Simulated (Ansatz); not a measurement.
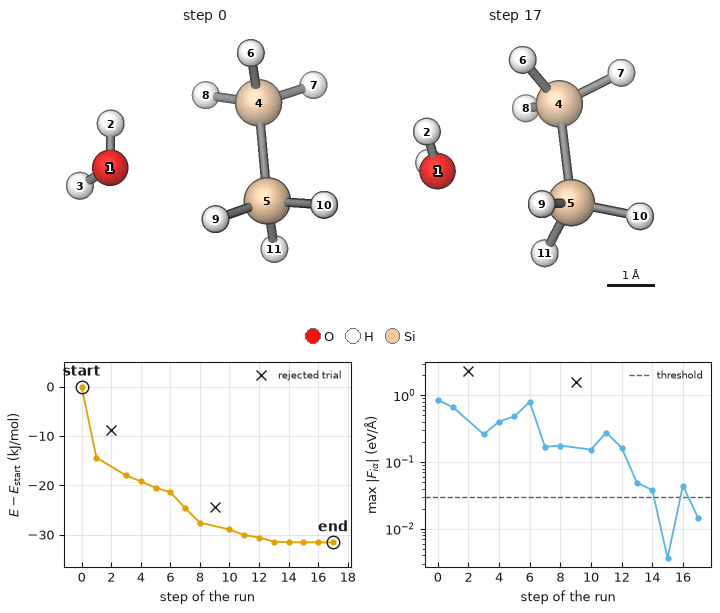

First and last geometry of a relaxation of Si₂H₈O (coarse preliminary run), with the history of the run. A ball-and-stick model, seen at a tilt.

All numbers below come from Ansatz, RKS PBE-D4/def2-SVP. Set-up: force threshold 0.03 eV/Å; at most 250 steps.

> Read the history and describe the run.

It converged. After 15 accepted moves (17 points after the start) the energy has fallen by 31.5 kJ/mol. The largest force component goes from 0.86 to 0.014 eV/Å. The line search rejected the trial steps at points 2, 9 of the run. The largest move after the best rigid fit is that of H3, 1.07 Å. By element the largest moves are H 1.07 Å, O 0.39 Å, Si 0.20 Å. Among the contacts that change: Si4–Si5 2.303 → 2.355 Å, Si5–H9 1.458 → 1.503 Å, Si4–H6 1.468 → 1.509 Å, Si5–H11 1.468 → 1.503 Å. Bond angles that change, for instance: H2–O1–H3 107.3° → 102.8°, Si4–Si5–H9 114.9° → 111.1°, Si5–Si4–H8 114.8° → 111.7°. Groups turn about Si4–Si5 by about 55°. Cost: 8 s on 4 threads of Intel Xeon 6975P-C (shared host).

Limits of the set-up: the start holds two separate molecules, 2.6 Å apart at their closest, whose relative position is a soft coordinate.
